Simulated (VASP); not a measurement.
# A VASP study of SrCl2 (PBE + D3(BJ)): structure first, properties next, part 2 of 2

What structure does SrCl2 take at this level, and what are its properties? The start is a cell from a database of measured crystal structures.

VASP 6.6.1; PBE with D3(BJ); plane waves and PAW (Sr_sv, Cl).

So far, gap on the k-mesh (eV): step 2 (full relaxation (PBE + D3(BJ))) 5.36. The relaxed cell has a = 6.962 Å (conventional setting).

### Step 4. Band structure (PBE + D3(BJ))

Levels along the symmetry lines show where the bands peak and cross; KPOINTS_OPT computes them in the converged potential.

INCAR reads:

```
SYSTEM = SrCl2
PREC = Accurate
ENCUT = 400
EDIFF = 1E-06
NELM = 100
ISMEAR = 0
SIGMA = 0.05
LREAL = .FALSE.
ALGO = Normal
GGA = PE
IVDW = 12
LORBIT = 11
LWAVE = .FALSE.
LCHARG = .FALSE.
```

POSCAR reads:

```
SrCl2
1.0
    0.0000000000      3.4811735938      3.4811735938
    3.4811735938      0.0000000000      3.4811735938
    3.4811735938      3.4811735938      0.0000000000
Sr Cl
1 2
Direct
    0.0000000000      0.0000000000      0.0000000000
    0.7500000000      0.7500000000      0.7500000000
    0.2500000000      0.2500000000      0.2500000000
```

KPOINTS reads:

```
Automatic mesh
0
Gamma
6 6 6
0 0 0
```

KPOINTS_OPT reads:

```
Line mode
16
Line-mode
Reciprocal
  0.00000000   0.00000000   0.00000000 GAMMA
  0.50000000   0.00000000   0.50000000 X

  0.50000000   0.00000000   0.50000000 X
  0.50000000   0.25000000   0.75000000 W

  0.50000000   0.25000000   0.75000000 W
  0.37500000   0.37500000   0.75000000 K

  0.37500000   0.37500000   0.75000000 K
  0.00000000   0.00000000   0.00000000 GAMMA

  0.00000000   0.00000000   0.00000000 GAMMA
  0.50000000   0.50000000   0.50000000 L

  0.50000000   0.50000000   0.50000000 L
  0.62500000   0.25000000   0.62500000 U

  0.62500000   0.25000000   0.62500000 U
  0.50000000   0.25000000   0.75000000 W

  0.50000000   0.25000000   0.75000000 W
  0.50000000   0.50000000   0.50000000 L

  0.50000000   0.50000000   0.50000000 L
  0.37500000   0.37500000   0.75000000 K

  0.62500000   0.25000000   0.62500000 U
  0.50000000   0.00000000   0.50000000 X
```

The projector-augmented-wave data sets are Sr_sv and Cl (PBE family, release 64).

Launch:

```console
$ mpirun -np 1 vasp_std
```

What it wrote:

```text
[... set-up lines as in an earlier step ...]
 entering main loop
       N       E                     dE             d eps       ncg     rms          rms(c)
[... 14 cycles as in an earlier step ...]
   1 F= -.13444285E+02 E0= -.13444285E+02  d E =-.795760E-14
 Start KPOINTS_OPT (optional k-point list driver)
k-point batch [1-16\160]
       N       E                     dE             ncg
DAV:   1    -0.113379410175E+04   -0.65135E+04      512
DAV:   2    -0.334158587333E+04   -0.22078E+04      688
DAV:   3    -0.346658663615E+04   -0.12500E+03      688
DAV:   4    -0.347035992847E+04   -0.37733E+01      896
DAV:   5    -0.347038069260E+04   -0.20764E-01      696
DAV:   6    -0.347038121932E+04   -0.52672E-03      776
DAV:   7    -0.347038122829E+04   -0.89703E-05      768
DAV:   8    -0.347038122841E+04   -0.12150E-06      608
[...]
k-point batch [145-160\160]
       N       E                     dE             ncg
DAV:   1    -0.118232728433E+04   -0.11117E+05      512
DAV:   2    -0.334478896847E+04   -0.21625E+04      680
DAV:   3    -0.346262708837E+04   -0.11784E+03      752
DAV:   4    -0.346639120428E+04   -0.37641E+01      872
DAV:   5    -0.346643572078E+04   -0.44516E-01      760
DAV:   6    -0.346643628094E+04   -0.56017E-03      768
DAV:   7    -0.346643630392E+04   -0.22978E-04      816
DAV:   8    -0.346643630423E+04   -0.31344E-06      608
```

Wall time 69 s (1 MPI rank of Intel Xeon Platinum 8375C at 2.90GHz (Ice Lake), shared host); peak memory 0.2 GiB.

From OUTCAR (step 4):

```text
The static configuration has the point symmetry O_h .

 Found     16 irreducible k-points:

   NELECT =      24.0000    total number of electrons

 E-fermi :   0.4427

 Edisp (eV)   -0.66858

[... 20 parts as in an earlier step ...]
```

This step gave:

```yaml
least_gap_on_mesh_and_path: 5.359 eV
least_direct_gap_on_mesh_and_path: 5.501 eV
```

Electronic bands along the path, in eV, zero at the valence-band top; v1 is the highest filled band, c1 the lowest empty one:

```
    point     v4     v3     v2     v1    c1    c2
        Γ  -2.15  -0.34  -0.34  -0.34  5.36  6.09
        X  -1.89  -0.41  -0.41   0.00  5.50  7.05
        W  -1.22  -1.22  -0.32  -0.10  6.23  7.01
        K  -1.73  -0.72  -0.54  -0.11  5.95  7.14
        Γ  -2.15  -0.34  -0.34  -0.34  5.36  6.09
        L  -1.51  -1.33  -1.06  -1.06  6.72  6.72
        U  -1.73  -0.72  -0.54  -0.11  5.95  7.14
        W  -1.22  -1.22  -0.32  -0.10  6.23  7.01
        L  -1.51  -1.33  -1.06  -1.06  6.72  6.72
        K  -1.73  -0.72  -0.54  -0.11  5.95  7.14
jump to U  -1.73  -0.72  -0.54  -0.11  5.95  7.14
        X  -1.89  -0.41  -0.41   0.00  5.50  7.05
```

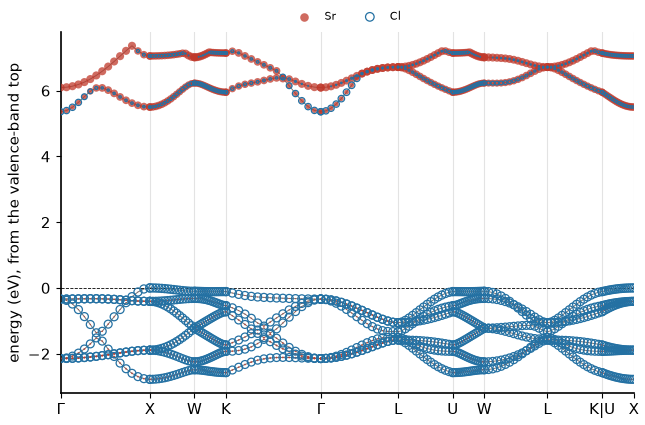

Electronic bands along the path; dots are coloured as in the legend, and their area grows with the weight.

The path finds the gap of the mesh within 0.02 eV, so the mesh comes close to both band edges.

### Step 5. Density of states (PBE + D3(BJ))

A density of states needs more k-points than a total energy; ISMEAR = -5 takes tetrahedra, and LORBIT projects the states on the PAW spheres. The mesh is finer than in the run before.

INCAR: that of step 4 with these lines changed.

```diff
@@ -5,3 +5,3 @@
 NELM = 100
-ISMEAR = 0
+ISMEAR = -5
 SIGMA = 0.05
@@ -14 +14,2 @@
 LCHARG = .FALSE.
+NEDOS = 2001
```

POSCAR is that of step 4.

KPOINTS reads:

```
Automatic mesh
0
Gamma
8 8 8
0 0 0
```

Launch:

```console
$ mpirun -np 1 vasp_std
```

What it wrote:

```text
[... set-up lines as in an earlier step ...]
 entering main loop
       N       E                     dE             d eps       ncg     rms          rms(c)
DAV:   1     0.131394340786E+03    0.13139E+03   -0.10227E+04   928   0.110E+03
DAV:   2    -0.550210840598E+01   -0.13690E+03   -0.13458E+03  1224   0.228E+02
DAV:   3    -0.128663780460E+02   -0.73643E+01   -0.73579E+01  1360   0.581E+01
DAV:   4    -0.130498330405E+02   -0.18345E+00   -0.18341E+00  1552   0.745E+00
DAV:   5    -0.130520252385E+02   -0.21922E-02   -0.21922E-02  1368   0.658E-01    0.132E+01
DAV:   6    -0.127586220420E+02    0.29340E+00   -0.77093E-01  1248   0.506E+00    0.856E+00
DAV:   7    -0.127687204209E+02   -0.10098E-01   -0.45370E-01  1400   0.418E+00    0.202E+00
DAV:   8    -0.127728413904E+02   -0.41210E-02   -0.64154E-02  1168   0.149E+00    0.324E-01
DAV:   9    -0.127742994558E+02   -0.14581E-02   -0.25532E-03  1320   0.314E-01    0.119E-01
DAV:  10    -0.127756026098E+02   -0.13032E-02   -0.11119E-03  1088   0.217E-01    0.316E-02
DAV:  11    -0.127756879735E+02   -0.85364E-04   -0.10737E-04  1448   0.593E-02    0.391E-02
DAV:  12    -0.127756978206E+02   -0.98471E-05   -0.14147E-05  1192   0.213E-02    0.129E-02
DAV:  13    -0.127757010272E+02   -0.32065E-05   -0.83301E-06  1224   0.158E-02    0.382E-03
DAV:  14    -0.127757009271E+02    0.10004E-06   -0.32352E-07   952   0.401E-03
   1 F= -.13444281E+02 E0= -.13444281E+02  d E =0.000000E+00
```

Elapsed: 22 s, on 1 MPI rank; peak memory 0.19 GiB.

From OUTCAR (step 5):

```text
   k-points           NKPTS =     29   k-points in BZ     NKDIM =     29   number of bands    NBANDS=     16

   NELECT =      24.0000    total number of electrons

 E-fermi :   0.2021

 k-point     2 :       0.1250    0.0000    0.0000
  band No.  band energies     occupation
    ...
      8      -1.8946      2.00000
      9      -1.8425      2.00000
     10      -0.3336      2.00000
     11      -0.2329      2.00000
     12      -0.2329      2.00000
     13       5.9071      0.00000
     14       6.4142      0.00000
     15       6.4142      0.00000
     16       8.4680      0.00000

 Edisp (eV)   -0.66858

  Total      -0.00909    -0.00909    -0.00909     0.00000     0.00000     0.00000
  in kB      -0.17260    -0.17260    -0.17260     0.00000     0.00000     0.00000
  external pressure =       -0.17 kB  Pullay stress =        0.00 kB

 POSITION                                       TOTAL-FORCE (eV/Angst)
 -----------------------------------------------------------------------------------
      0.00000      0.00000      0.00000        -0.000000     -0.000000     -0.000000
      5.22176      5.22176      5.22176         0.000000      0.000000     -0.000000
      1.74059      1.74059      1.74059        -0.000000     -0.000000      0.000000
 -----------------------------------------------------------------------------------
    total drift:                                0.000000     -0.000000      0.000000

  FREE ENERGIE OF THE ION-ELECTRON SYSTEM (eV)
  ---------------------------------------------------
  free  energy   TOTEN  =       -13.4442806940 eV

  energy  without entropy=      -13.4442806940  energy(sigma->0) =      -13.44428069

[... 9 parts as in an earlier step ...]

[... 7 further parts left out ...]
```

Numbers from this step:

```
irreducible k-points : 29
Fermi energy         : 0.2021 eV
pressure             : -0.01726 GPa
```

The density of states has structure finer than the step of the table below, so its rows give means over 1 eV, whole bins alone (the curve runs from -12.0 to 7.20 eV). Peaks (eV: height): total -2.1: 10.4, -2.0: 10.8, -0.4: 12.2, 6.3: 5.71, 7.1: 7.91; Cl p -2.0: 5.90, -0.4: 8.18; Sr d 6.3: 1.68, 7.1: 3.29.

States under -12.0 eV and over 7.2 eV are left out. Table of density of states by energy, zero at the valence-band top; means over each step; values in states/eV/cell:

```
energy (eV)    total    Cl p     Sr d
         -4        0       0        0
         -3    0.239   0.119  0.00154
         -2     5.42    2.96   0.0779
         -1     4.10    2.56   0.0457
          0     2.24    1.51   0.0242
          1        0       0        0
          2        0       0        0
          3        0       0        0
          4        0       0        0
          5  0.00102  9.3e-6   1.6e-5
          6     2.17  0.0895    0.606
```

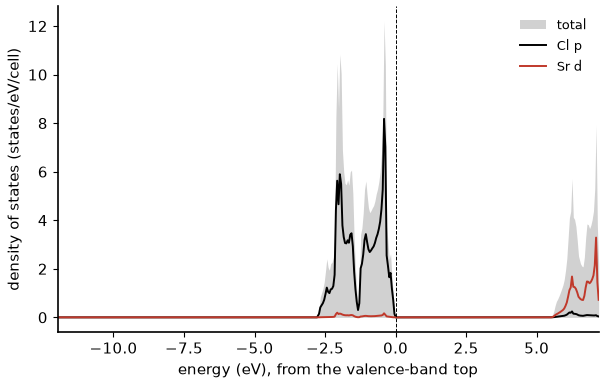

Density of states against energy.

The gap on this mesh is 5.36 eV. In the top eV of the valence band the largest shares in the PAW spheres are Cl p 66 %. The rest lies in smaller channels or between the spheres.

### Step 6. Core levels (PBE + D3(BJ))

Core levels shift with the potential at each site, so they tell like atoms on unlike sites apart.

INCAR: that of step 5 with these lines changed.

```diff
@@ -5,3 +5,3 @@
 NELM = 100
-ISMEAR = -5
+ISMEAR = 0
 SIGMA = 0.05
@@ -14,2 +14,2 @@
 LCHARG = .FALSE.
-NEDOS = 2001
+ICORELEVEL = 1
```

POSCAR is that of step 5.

KPOINTS reads:

```
Automatic mesh
0
Gamma
6 6 6
0 0 0
```

Launch:

```console
$ mpirun -np 1 vasp_std
```

What it wrote:

```text
[... set-up lines as in an earlier step ...]
 entering main loop
       N       E                     dE             d eps       ncg     rms          rms(c)
[... 14 cycles as in an earlier step ...]
   1 F= -.13444285E+02 E0= -.13444285E+02  d E =-.795760E-14
```

It took 13 s on 1 MPI rank; peak memory 0.18 GiB.

From OUTCAR (step 6):

```text
   NELECT =      24.0000    total number of electrons

 the core state eigenenergies are
   1-  1s -15927.1037  2s  -2149.6644  2p  -1909.0572  3s   -325.6442  3p   -248.0137
       3d   -119.9103
   2-  1s  -2741.8973  2s   -243.6088  2p   -182.5147
   3-  1s  -2741.8973  2s   -243.6088  2p   -182.5147

 E-fermi :   0.4427

 Edisp (eV)   -0.66858

[... 19 parts as in an earlier step ...]

[... 2 further parts left out ...]
```

These are scalar-relativistic Kohn-Sham levels of the ground state, with no core hole, so they are not binding energies.

This step gave:

```
irreducible k-points : 16
Fermi energy         : 0.4427 eV
pressure             : -0.01731 GPa
```

Kohn-Sham core levels, initial state. Core levels, by row:

```
atom  shell  level below the valence-band top (eV)
 Sr1     1s                                  15927
 Sr1     2s                                   2150
 Sr1     2p                                   1909
 Sr1     3s                                  325.8
 Sr1     3p                                  248.2
 Sr1     3d                                  120.1
 Cl2     1s                                   2742
 Cl2     2s                                  243.8
 Cl2     2p                                  182.7
 Cl3     1s                                   2742
 Cl3     2s                                  243.8
 Cl3     2p                                  182.7
```

Atoms of one element give levels within 0.1 eV of each other.

### Step 7. Field gradients at the nuclei (PBE + D3(BJ))

Field gradients probe how far the charge around each nucleus departs from cubic symmetry; LASPH keeps the non-spherical terms inside the spheres.

INCAR: that of step 6 with these lines changed.

```diff
@@ -3,3 +3,3 @@
 ENCUT = 400
-EDIFF = 1E-06
+EDIFF = 1E-07
 NELM = 100
@@ -14,2 +14,3 @@
 LCHARG = .FALSE.
-ICORELEVEL = 1
+LEFG = .TRUE.
+LASPH = .TRUE.
```

POSCAR is that of step 6.

KPOINTS is that of step 6.

Launch:

```console
$ mpirun -np 1 vasp_std
```

What it wrote:

```text
[... set-up lines as in an earlier step ...]
 entering main loop
       N       E                     dE             d eps       ncg     rms          rms(c)
[... 1 cycle as in an earlier step ...]
DAV:   2    -0.521201848463E+01   -0.13751E+03   -0.13448E+03   672   0.228E+02
DAV:   3    -0.128330712020E+02   -0.76211E+01   -0.76140E+01   728   0.586E+01
[... 1 cycle as in an earlier step ...]
DAV:   5    -0.130520280325E+02   -0.13781E-02   -0.13780E-02   736   0.641E-01    0.132E+01
DAV:   6    -0.127586528954E+02    0.29338E+00   -0.77198E-01   672   0.506E+00    0.856E+00
DAV:   7    -0.127687041863E+02   -0.10051E-01   -0.45249E-01   784   0.417E+00    0.201E+00
DAV:   8    -0.127728151037E+02   -0.41109E-02   -0.63976E-02   632   0.148E+00    0.314E-01
DAV:   9    -0.127743472928E+02   -0.15322E-02   -0.25802E-03   752   0.316E-01    0.117E-01
DAV:  10    -0.127756109422E+02   -0.12636E-02   -0.10877E-03   568   0.214E-01    0.318E-02
DAV:  11    -0.127756973870E+02   -0.86445E-04   -0.11040E-04   800   0.600E-02    0.395E-02
DAV:  12    -0.127757060352E+02   -0.86483E-05   -0.12687E-05   656   0.202E-02    0.143E-02
DAV:  13    -0.127757093894E+02   -0.33542E-05   -0.98138E-06   640   0.169E-02    0.364E-03
DAV:  14    -0.127757092863E+02    0.10306E-06   -0.38307E-07   656   0.417E-03    0.314E-03
DAV:  15    -0.127757092808E+02    0.55345E-08   -0.25499E-08   552   0.113E-03
ion   1
     0.0000000    -0.0000000    -0.0000000    -0.0000000     0.0000000    -0.0000000
     0.0000516    -0.0000000    -0.0000000    -0.0000000     0.0000000    -0.0000000
     0.0000711    -0.0000000    -0.0000000    -0.0000000     0.0000000    -0.0000000
     0.0000979    -0.0000000    -0.0000000    -0.0000000     0.0000000    -0.0000000
     0.0001348    -0.0000000    -0.0000000    -0.0000000     0.0000000    -0.0000000

     0.0000000    -0.0000000    -0.0000000    -0.0000000    -0.0000000    -0.0000000
     0.0000516    -0.0000000    -0.0000000    -0.0000000    -0.0000000    -0.0000000
     0.0000711    -0.0000000    -0.0000000    -0.0000000    -0.0000000    -0.0000000
     0.0000979    -0.0000000    -0.0000000    -0.0000000    -0.0000000    -0.0000000
     0.0001348    -0.0000000    -0.0000000    -0.0000000    -0.0000000    -0.0000000

ion   2
     0.0000000    -0.0000000     0.0000000    -0.0000000     0.0000000     0.0000000
     0.0000382    -0.0000000     0.0000000    -0.0000000     0.0000000     0.0000000
     0.0000526    -0.0000000     0.0000000    -0.0000000     0.0000000     0.0000000
     0.0000724    -0.0000000     0.0000000    -0.0000000     0.0000000     0.0000000
     0.0000997    -0.0000000     0.0000000    -0.0000000     0.0000000     0.0000000

     0.0000000    -0.0000000     0.0000000    -0.0000000     0.0000000     0.0000000
     0.0000382    -0.0000000     0.0000000    -0.0000000     0.0000000     0.0000000
     0.0000526    -0.0000000     0.0000000    -0.0000000     0.0000000     0.0000000
     0.0000724    -0.0000000     0.0000000    -0.0000000     0.0000000     0.0000000
     0.0000997    -0.0000000     0.0000000    -0.0000000     0.0000000     0.0000000

ion   3
     0.0000000    -0.0000000     0.0000000     0.0000000    -0.0000000    -0.0000000
     0.0000382    -0.0000000     0.0000000     0.0000000    -0.0000000    -0.0000000
     0.0000526    -0.0000000     0.0000000     0.0000000    -0.0000000    -0.0000000
     0.0000724    -0.0000000     0.0000000     0.0000000    -0.0000000    -0.0000000
     0.0000997    -0.0000000     0.0000000     0.0000000    -0.0000000    -0.0000000

     0.0000000    -0.0000000     0.0000000     0.0000000    -0.0000000    -0.0000000
     0.0000382    -0.0000000     0.0000000     0.0000000    -0.0000000    -0.0000000
     0.0000526    -0.0000000     0.0000000     0.0000000    -0.0000000    -0.0000000
     0.0000724    -0.0000000     0.0000000     0.0000000    -0.0000000    -0.0000000
     0.0000997    -0.0000000     0.0000000     0.0000000    -0.0000000    -0.0000000

   1 F= -.13444289E+02 E0= -.13444289E+02  d E =-.794410E-14
```

Elapsed: 14 s, on 1 MPI rank; peak memory 0.18 GiB.

From OUTCAR (step 7):

```text
   NELECT =      24.0000    total number of electrons

 E-fermi :   0.4426

 k-point     1 :       0.0000    0.0000    0.0000
  band No.  band energies     occupation
    ...
      8      -1.9531      2.00000
      9      -1.9531      2.00000
     10      -0.1450      2.00000
     11      -0.1450      2.00000
     12      -0.1450      2.00000
     13       5.5533      0.00000
     14       6.2881      0.00000
     15       6.2881      0.00000
     16       9.2390      0.00000

 Edisp (eV)   -0.66858

  Total      -0.00819    -0.00819    -0.00819     0.00000     0.00000     0.00000
  in kB      -0.15554    -0.15554    -0.15554     0.00000     0.00000     0.00000
  external pressure =       -0.16 kB  Pullay stress =        0.00 kB

 POSITION                                       TOTAL-FORCE (eV/Angst)
 -----------------------------------------------------------------------------------
      0.00000      0.00000      0.00000        -0.000000     -0.000000     -0.000000
      5.22176      5.22176      5.22176         0.000000      0.000000      0.000000
      1.74059      1.74059      1.74059        -0.000000     -0.000000     -0.000000
 -----------------------------------------------------------------------------------
    total drift:                                0.000000     -0.000000      0.000000

  FREE ENERGIE OF THE ION-ELECTRON SYSTEM (eV)
  ---------------------------------------------------
  free  energy   TOTEN  =       -13.4442890477 eV

  energy  without entropy=      -13.4442890477  energy(sigma->0) =      -13.44428905

 Electric field gradients after diagonalization (V/A^2)
 (convention: |V_zz| > |V_xx| > |V_yy|)
----------------------------------------------------------------------
 ion       V_xx      V_yy      V_zz     asymmetry (V_yy - V_xx)/ V_zz
----------------------------------------------------------------------
   1       0.000     0.000    -0.000       0.000
   2       0.001     0.001    -0.001       0.000
   3       0.001     0.001    -0.001       0.000
----------------------------------------------------------------------

[... 9 parts as in an earlier step ...]

[... 8 further parts left out ...]
```

Numbers from this step:

```
SCF cycles   : 15
Fermi energy : 0.4426 eV
pressure     : -0.01555 GPa
```

Electric field gradients, by row:

```
atom  Vxx (V/Å²)  Vyy (V/Å²)  Vzz (V/Å²)  asymmetry
 Sr1           0           0           0          -
 Cl2       0.001       0.001      -0.001          -
 Cl3       0.001       0.001      -0.001          -
```

All gradients vanish within the noise.

The run ends at a pressure of -0.02 GPa.

### Step 8. Results

```json
{
 "relaxed volume": "28.12 Å³/atom",
 "relaxed conventional cell a, b, c": "6.962, 6.962, 6.962 Å",
 "space group after relaxing, within 0.02 Å": "Fm-3m (No. 225)",
 "band gap": "5.36 eV, indirect (least direct gap of that run 5.50 eV)",
 "gap among the points of the DOS mesh alone, an upper bound": "5.36 eV",
 "shallowest level of the frozen cores": "Sr1 3d, 120.1 eV deep",
 "largest field gradient Vzz": "zero within the noise on all sites"
}
```

In words: With PBE + D3(BJ), SrCl2 relaxes to 28.12 Å³/atom in space group Fm-3m (held by the symmetry of the run) and has an indirect gap of 5.36 eV. Against the listed cell the volume lies -0.6 %. Band structure (PBE + D3(BJ)): On this path the gap is indirect, 5.36 eV, with the valence top at X and the conduction bottom at Γ. The least direct gap is 5.50 eV. Semilocal functionals usually underestimate gaps. Spin-orbit coupling is left out; it would split some degenerate bands. No search among competing phases was made, and a listed structure need not be the one stable at ambient conditions. All values are for a static lattice at zero temperature.

[Lines on the potential files, build, host, timing and source positions are cut from VASP's logs without a mark.]

[Logs are printed without paths, hosts, clocks, repeated set-up lines and the standing remarks that a program may print on its own settings, such as how far it seeks lower states.]

[Hosts, paths, dates, database ids (printed as entryN), source tags and the programs' standing remarks are cut or masked in the printed files.]

[A measured line is paired with the nearest computed mode of its activity, which favours agreement.]
